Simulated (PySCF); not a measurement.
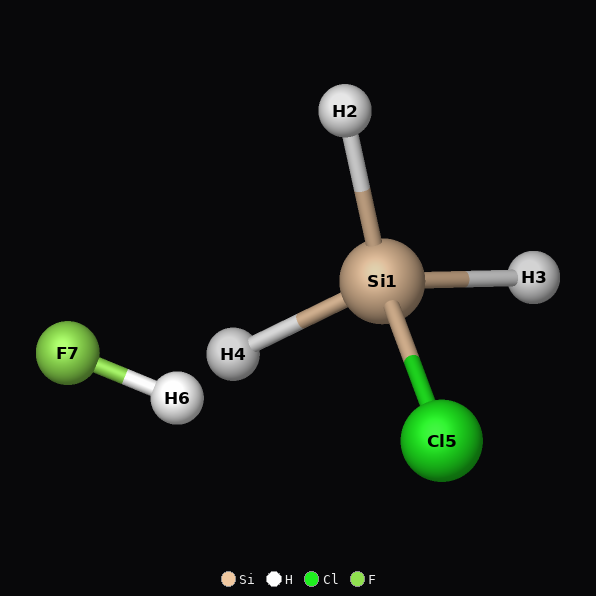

The geometry was computed by an optimisation with PBE0-D4/def2-TZVP. No frequency run is at hand to confirm it as a minimum.

List the bonds and their lengths.

| bond | length (Å) |
| --- | --- |
| Si1–H2 | 1.478 |
| Si1–H3 | 1.479 |
| Si1–H4 | 1.477 |
| Si1–Cl5 | 2.077 |
| H6–F7 | 0.929 |
